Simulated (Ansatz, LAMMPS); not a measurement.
## Structural relaxation of glassy 68SiO2-14MgO-11ZnO-7BaO (mol %) (75 atoms)

How does glassy 68SiO2-14MgO-11ZnO-7BaO (mol %) (75 atoms) relax, and what do bonds, charges and levels look like afterwards?

Main program and level: Ansatz 0.2.0; Kohn-Sham DFT, revPBE, PAW (set soft_2), plane waves.

### Step 1. The starting structure

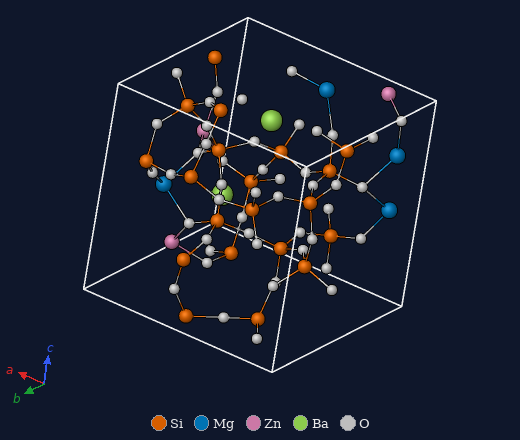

The cell as given, from a free direction (silicon orange, magnesium blue, zinc pink, barium green, oxygen light grey). Bonds to atoms that aren't drawn are left out. Some periodic images of atoms are drawn too.

The cell holds 75 atoms: 19 Si, 4 Mg, 3 Zn, 2 Ba and 47 O. Cell: a = 10.108 Å, b = 10.108 Å, c = 10.108 Å, α = 90.0°, β = 90.0°, γ = 90.0°. 75 atoms (19 Si, 4 Mg, 3 Zn, 2 Ba, 47 O) placed at random at 2.98 g/cm³, melted at 4000 K for 10 ps at fixed volume with the Morse and Coulomb pair potential with partial charges (Pedone, Malavasi, Menziani, Cormack and Segre, J. Phys. Chem. B 110, 11780 (2006)). Quenched from 4000 K to 300 K at 25 K/ps and fixed volume, held 5 ps, then minimised at fixed cell.

Limits known from the start: The quench rate of 25 K/ps is many orders above laboratory rates, so the cell is likely richer in defects and strain than a real sample. The starting topology of bonds comes from the classical model. Only the Γ point is sampled, in a cell whose shortest periodic width is 10 Å. No spin–orbit coupling is included, so levels derived from the heavy atoms are approximate.

### Step 2. Single point at the start

A single point comes first, to see the forces before anything moves.

The input, input.yaml:

```yaml
crystal:
  lattice:
    - [10.1084, 0.0, 0.0]
    - [0.0, 10.1084, 0.0]
    - [0.0, 0.0, 10.1084]
  atoms:
    - { symbol: Si, position: [0.27594, 0.32888, 0.65238] }
    - { symbol: Si, position: [0.2894, 0.90481, 0.64454] }
    - { symbol: Si, position: [0.17283, 0.62327, 0.63268] }
    - { symbol: Si, position: [0.25794, 0.75394, 0.07584] }
    [... 65 atom lines left out ...]
    - { symbol: O, position: [0.75788, 0.60644, 0.7668] }
    - { symbol: O, position: [0.0357, 0.42148, 0.94136] }
    - { symbol: O, position: [0.71581, 0.25134, 0.2243] }
    - { symbol: O, position: [0.57259, 0.1453, 0.69929] }
    - { symbol: O, position: [0.59873, 0.92046, 0.13782] }
    - { symbol: O, position: [0.26425, 0.74668, 0.6673] }
kpoints:
  mp_grid: { grid: [1, 1, 1] }
hamiltonian:
  xc: revpbe
scf:
  occupations: { method: fixed }
output:
  forces: true
  stress: true
  populations: true
  dos:
    method: { smearing: { sigma: 0.08 } }
    de: 0.1
    projected: { site_lists: { Ba: [Ba], Mg: [Mg], O: [O], Si: [Si], Zn: [Zn] } }
  eigenvalues: true
```

Run with:

```
$ ansatz run input.yaml --threads 4 --pin off --max-ram 8192MiB --backend cpu --events-out ev --progress --plain --runs-dir out
```

Run time: 8.9 s. Hardware: 4 threads of Intel Xeon Platinum 8488C (Sapphire Rapids), shared host; peak memory 1.4 GiB; 31 s of CPU time.

The run gave:

```
free energy                                      : -68512.0952 eV
free energy per atom                             : -913.4946 eV/atom
SCF cycles                                       : 10
pressure                                         : 6.896 GPa
r.m.s. force component                           : 0.875 eV/Å
longest force                                    : 2.962 eV/Å
Fermi energy                                     : 4.456 eV
gap (highest filled to lowest empty level) : 3.23 eV
spilling of the projection                       : 0.01215
```

The r.m.s. force component of 0.88 eV/Å and the pressure of 6.9 GPa set the starting point.

Length of the force by element:

```csv
element,coordination,atoms,mean length of the force (eV/Å),spread,least,most
Ba,all,2,0.741,0.102,0.639,0.842
Mg,all,4,0.846,0.308,0.375,1.24
O,all,47,1.58,0.583,0.429,2.96
Si,all,19,1.19,0.381,0.533,2.27
Zn,all,3,1.25,0.0338,1.20,1.29
```

### Step 3. Relaxation

With the cell held, the atoms are moved downhill towards a nearby minimum.

input.yaml, the sections that differ from step 2:

```yaml
output:
  forces: true
relax:
  f_tol: 0.05
  max_steps: 200
# crystal, kpoints, hamiltonian, scf: as in step 2
```

Elapsed: 51 s, on 4 threads; peak memory 1.3 GiB; 2.9 min of CPU time.

Step by step:

```csv
step,energy less that of the first step (eV),largest force component (eV/Å)
1,0.0000,2.7840
2,-1.9011,1.6044
3,-3.2732,0.9313
4,-3.5934,0.9172
5,-3.7966,0.5812
6,-3.7833,0.6215
7,-3.8548,0.2616
8,-3.8649,0.1770
9,-3.8762,0.0555
10,-3.8598,0.0964
11,-3.8799,0.0390
```

Relaxation steps 6, 10 were tried and not accepted.

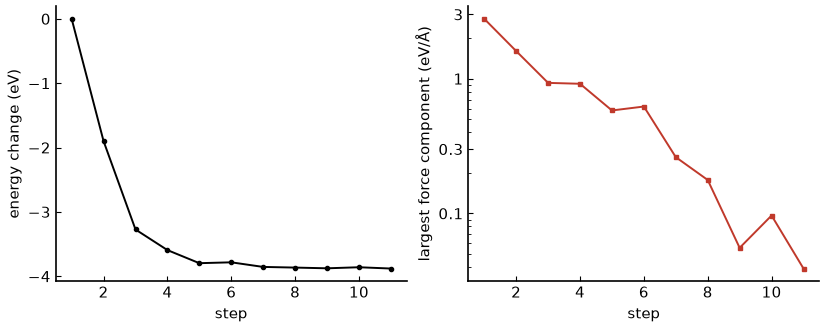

Energy and largest force along the relaxation.

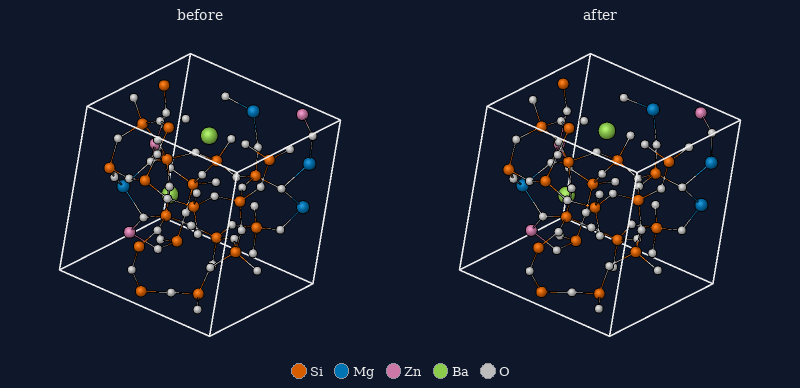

Before and after, at one scale. Bonds to atoms that aren't drawn are left out.

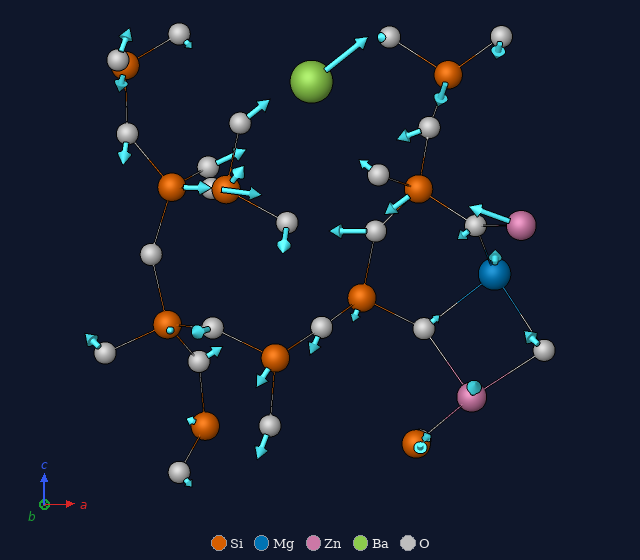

Displacements in the relaxation, exaggerated; the longest in the cell stands for 0.30 Å. Drawn is a slice 5 Å thick, seen along the normal of the ac plane.

The atoms that moved most (Å):

```csv
atom,dx,dy,dz,length
Ba27,0.229,-0.055,0.189,0.302
Zn25,0.215,-0.172,-0.042,0.278
Zn26,-0.226,-0.030,0.085,0.244
O73,0.043,0.075,0.218,0.235
O48,0.221,-0.024,-0.029,0.224
O45,-0.200,0.077,-0.005,0.214
O57,-0.069,-0.155,-0.128,0.212
O33,0.100,-0.047,0.179,0.211
```

The relaxation changed the energy by -51.7 meV/atom, and atoms moved by 0.14 Å r.m.s., 0.30 Å at most.

### Step 4. Local order after relaxation

Bonds before and after, by the cutoffs listed below:

```csv
pair,bonds before,bonds after,mean before (Å),mean after (Å),spread before (Å),spread after (Å)
O-Si,76,76,1.613,1.643,0.031,0.028
O-Mg,19,19,2.086,2.048,0.134,0.124
O-Ba,13,13,2.960,2.802,0.149,0.169
```

Density 2.98 g/cm³, 13.77 Å³ an atom.

Pair distribution functions g(r), in bins of 0.2 Å:

```csv
r (Å),total,O-O,O-Si,O-Mg,O-Zn,O-Ba,Si-Si
1.50,0.18,0.00,0.56,0.00,0.00,0.00,0.00
1.70,3.91,0.00,12.31,0.00,0.00,0.00,0.00
1.90,0.62,0.00,0.00,4.66,6.26,0.00,0.00
2.10,0.31,0.00,0.00,3.65,1.29,0.00,0.00
2.30,0.17,0.00,0.00,1.73,1.03,0.00,0.00
2.50,0.42,0.96,0.00,0.00,0.00,1.34,0.00
2.70,2.12,5.06,0.00,0.00,0.39,2.38,0.00
2.90,0.55,0.57,0.00,0.25,0.34,2.64,1.29
3.10,0.88,0.80,0.09,0.22,0.59,0.93,4.49
3.30,0.71,0.96,0.26,0.61,0.83,0.00,1.06
3.50,1.04,0.85,1.26,0.72,0.73,1.44,0.00
3.70,0.98,0.70,1.83,0.63,0.43,0.00,0.00
3.90,1.00,0.73,1.44,1.15,0.76,1.15,0.44
4.10,1.18,0.66,2.12,1.44,1.57,0.25,0.41
4.30,1.31,0.72,1.83,1.90,2.52,1.42,1.47
4.50,1.05,0.96,0.98,1.08,1.88,0.67,1.67
4.70,0.96,0.76,0.86,1.50,1.20,2.18,2.06
4.90,0.97,1.35,0.48,0.82,0.48,1.81,0.75
```

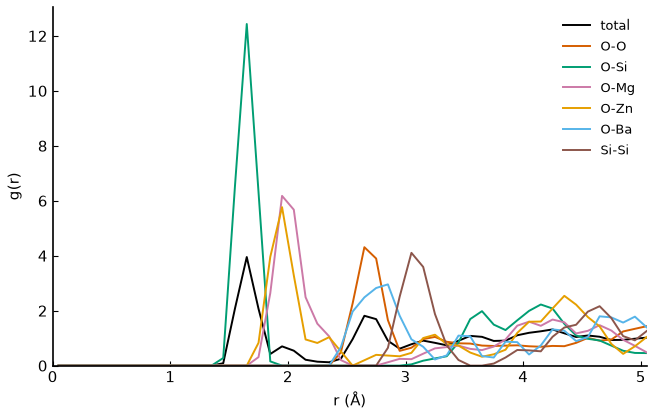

Pair distribution functions, lightly smoothed.

Bonds by pair of elements; cutoffs follow the first minimum of g(r), held within bounds set by covalent radii, and pairs that aren't listed don't count as bonded:

```csv
pair A-B,cutoff (Å),bonds,mean length (Å),spread (Å),shortest (Å),B about A,A about B
O-Si,2.08,76,1.64,0.028,1.58,1.62,4
O-Mg,2.68,19,2.05,0.124,1.87,0.404,4.75
O-Zn,2.27,10,1.97,0.085,1.86,0.213,3.33
O-Ba,3.29,13,2.80,0.169,2.51,0.277,6.5
```

The cutoff for O-Zn falls short of the minimum of g(r), so counts run low and odd coordinations can be artefacts.

How many atoms have how many bonded neighbours:

```csv
element,mean,2,3,4,5,8
Ba,6.5,0,0,0,1,1
Mg,4.75,0,0,1,3,0
O,2.51,25,20,2,0,0
Si,4,0,0,19,0,0
Zn,3.33,0,2,1,0,0
```

Bond angles (no mean is given where the spread exceeds 20°):

```csv
angle,count,mean (°),spread (°)
O-Si-O,114,109,4.6
O-Ba-O,38,-,-
O-Mg-O,36,-,-
Si-O-Si,29,143,12.1
Mg-O-Si,20,-,-
```

Oxygen atoms by the number of network formers (Si, P, Ge, B, Al, As, Ga) bound to them:

```csv
network formers bound to O,O atoms,per cent
0,0,0
1,18,38.3
2,29,61.7
```

Network units: each former by its oxygen neighbours and how many of them bridge to another former:

```csv
former,O neighbours,bridging O,atoms
Si,4,2,6
Si,4,3,6
Si,4,4,7
```

Bond length by coordination (bonds to H left out):

```csv
element,coordination,atoms,mean bond length (Å)
Ba,5,1,2.73
Ba,8,1,2.84
Mg,4,1,1.96
Mg,5,3,2.07
O,2,25,1.65
O,3,20,2.00
O,4,2,2.20
Zn,3,2,1.96
Zn,4,1,1.98
```

Rings of the network by King's shortest-path rule, up to 12 atoms, one path for each pair of neighbours; H, halogens, alkali and alkaline-earth atoms are left out, and the last column divides by all other atoms, bonded or not:

```csv
ring size (atoms),rings,per network atom
8,2,0.029
10,4,0.058
12,6,0.087
```

First main peaks of g(r), for some of the pairs, lie near 2.7 Å (O-O), 1.6 Å (O-Si), 2.0 Å (O-Mg), 1.9 Å (O-Zn), 2.9 Å (O-Ba) and 3.1 Å (Si-Si). The O-Si-O angle averages 109° with a spread of 5°. Counting bonds to Si alone, not to Zn, 62 % of the oxygens join two of these atoms and 38 % one. The commonest Si unit has 4 oxygens, 4 of them shared with other formers (7 of 19 atoms). Rings of 12 atoms are the most common (50 % of those counted); sizes run from 8 to 12, where the search stops.

### Step 5. Single point at the relaxed geometry

The electronic structure is read at the final geometry, in a run of its own.

The input, input.yaml:

```yaml
crystal:
  lattice:
    - [10.1084, 0.0, 0.0]
    - [0.0, 10.1084, 0.0]
    - [0.0, 0.0, 10.1084]
  atoms:
    - { symbol: Si, position: [0.28204, 0.32211, 0.6618] }
    - { symbol: Si, position: [0.28047, 0.90469, 0.64252] }
    - { symbol: Si, position: [0.18785, 0.61796, 0.63276] }
    - { symbol: Si, position: [0.25292, 0.75238, 0.07794] }
    [... 65 atom lines left out ...]
    - { symbol: O, position: [0.74489, 0.6104, 0.76156] }
    - { symbol: O, position: [0.04084, 0.42641, 0.95398] }
    - { symbol: O, position: [0.71171, 0.25701, 0.22862] }
    - { symbol: O, position: [0.57686, 0.15272, 0.72087] }
    - { symbol: O, position: [0.60489, 0.9302, 0.13112] }
    - { symbol: O, position: [0.28011, 0.74159, 0.67526] }
kpoints:
  mp_grid: { grid: [1, 1, 1] }
hamiltonian:
  xc: revpbe
scf:
  occupations: { method: fixed }
output:
  forces: true
  stress: true
  populations: true
  dos:
    method: { smearing: { sigma: 0.1 } }
    de: 0.1
    projected: { site_lists: { Ba: [Ba], Mg: [Mg], O: [O], Si: [Si], Zn: [Zn] } }
  eigenvalues: true
  write_density: true
  write_potential: true
  volumetric_format: npy
  elf: true
```

Elapsed: 12 s, on 4 threads; peak memory 1.4 GiB; 41 s of CPU time.

Read from the output:

* free energy: -68515.9751 eV
* free energy per atom: -913.5463 eV/atom
* SCF cycles: 10
* pressure: 1.738 GPa
* r.m.s. force component: 0.01174 eV/Å
* longest force: 0.05557 eV/Å
* Fermi energy: 4.232 eV
* gap (highest filled to lowest empty level): 3.515 eV
* spilling of the projection: 0.01206

Löwdin charges by element (they lack the spilled electrons, 0.073 e an atom on average):

```csv
element,coordination,atoms,mean charge (e),spread,least,most
Ba,all,2,1.87,0.0015,1.87,1.88
Mg,all,4,1.63,0.0143,1.61,1.65
O,all,47,-0.894,0.115,-1.08,-0.782
Si,all,19,1.72,0.0387,1.66,1.79
Zn,all,3,1.49,0.0049,1.49,1.50
```

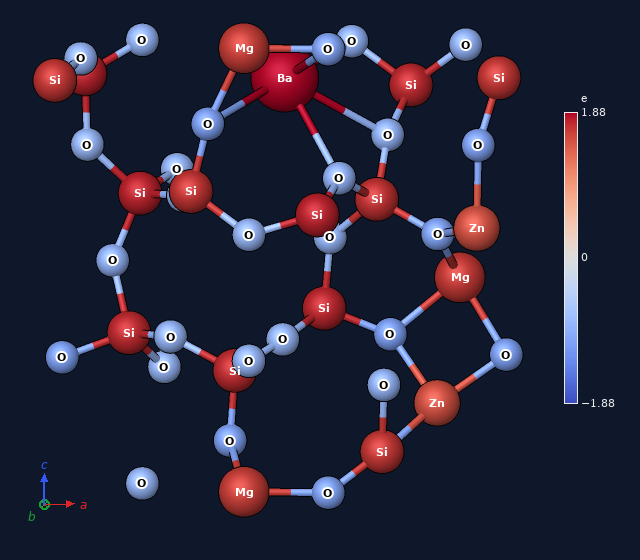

Atoms coloured by Löwdin charge. Drawn is a slice 5 Å thick, seen along the normal of the ac plane. Bonds to atoms that aren't drawn are left out.

States in the cell by windows of 1 eV, zero at the Fermi level; the larger projections on atomic orbitals stand beside the total:

```csv
from (eV),to (eV),total,O p,Si p,Zn d,O s
-18,-17,21.5,0.2,2.5,0.1,17.4
-17,-16,8.4,0.1,1.1,0.0,6.8
-16,-12,0.0,0.0,0.0,0.0,0.0
-12,-11,11.4,0.5,0.1,0.0,0.1
-11,-10,2.6,1.3,0.1,0.0,0.1
-10,-9,7.4,4.9,0.4,0.0,0.3
-9,-8,11.0,7.5,0.9,0.1,0.5
-8,-7,14.8,10.5,1.8,0.2,0.5
-7,-6,25.5,17.5,3.8,2.8,0.3
-6,-5,34.7,15.1,2.3,15.9,0.4
-5,-4,41.8,29.2,3.2,6.0,1.7
-4,-3,49.9,42.4,2.4,2.1,1.2
-3,-2,59.2,54.1,1.5,1.4,0.6
-2,-1,45.4,42.4,0.7,1.0,0.3
-1,0,19.7,18.6,0.3,0.3,0.1
0,1,0.6,0.5,0.0,0.0,0.0
1,3,0.0,0.0,0.0,0.0,0.0
3,4,2.0,0.1,0.0,0.0,0.5
4,5,3.7,0.5,0.3,0.0,0.5
```

With fixed occupations the program's Fermi level is the highest filled level; weight inside the gap is the broadening of levels at its edges.

Between -26 and -18 eV lie 66 more states.

The stored curve holds about 420 of the 454 electrons; the rest, give or take the few that broadening carries across the Fermi level, lie in deeper levels below its range.

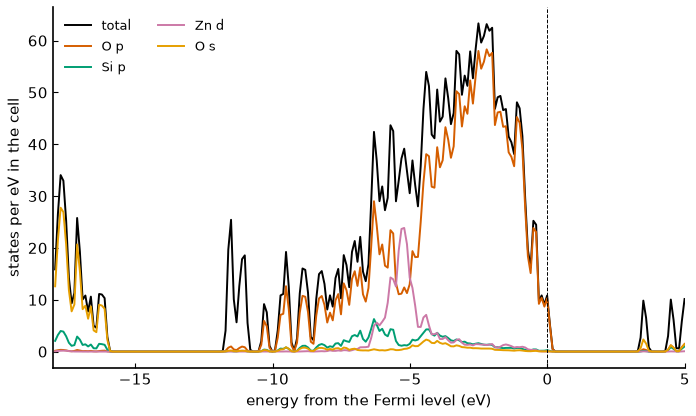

Total and projected density of states, with the broadening of the input.

The levels nearest the highest filled one (over half full), pooled over k-points and spins:

```csv
level less the highest filled one (eV),occupation
-0.653,2
-0.503,2
-0.455,2
-0.417,2
-0.199,2
0,2
3.52,0
4.51,0
4.97,0
5.35,0
5.37,0
5.50,0
```

Mean Löwdin charges: Ba +1.87, Mg +1.63, O -0.89, Si +1.72, Zn +1.49 e (they miss 1.2 % of the electrons, so they add up to more than the cell's charge).

1 further run on a deliberately doubtful input is not shown.

### Step 6. Results

```json
{"energy change in the relaxation": "-51.73 meV/atom", "r.m.s. displacement": "0.141 Å", "largest displacement": "0.302 Å", "free energy per atom": "-913.5463 eV/atom", "pressure": "1.738 GPa", "r.m.s. force component": "0.01174 eV/Å", "gap (highest filled to lowest empty level)": "3.515 eV", "wall time of the 3 DFT runs": "72 s"}
```

Relaxation lowers the energy by 51.7 meV/atom and moves atoms by 0.14 Å r.m.s.; the r.m.s. force component goes from 0.88 to 0.012 eV/Å, the pressure goes from 6.9 to 1.7 GPa, and the gap from 3.23 to 3.52 eV. First to last step the energy falls by 3.880 eV; the largest move, 0.30 Å, is that of Ba27. The O-Ba bonds change most in mean length: from 2.960 Å (spread 0.149) to 2.802 Å (spread 0.169). Counting bonds to Si alone, not to Zn, 62 % of the oxygens join two of these atoms and 38 % one. Between filled and empty levels lie 3.52 eV (at Γ alone); a semilocal functional tends to put such gaps too low. In a disordered cell it changes from sample to sample, and tail or defect levels can set it.

**Limits.** The network of bonds at the start is that of the classical potential that made the cell; in DFT atoms moved by 0.14 Å r.m.s. The pressure of 1.7 GPa shows the cell to be compressed for this functional.

[Logs are printed without paths, hosts, clocks, repeated set-up lines and the standing remarks that a program may print on its own settings, such as how far it seeks lower states.]

[Hosts, paths, dates, database ids (printed as entryN), source tags and the programs' standing remarks are cut or masked in the printed files.]
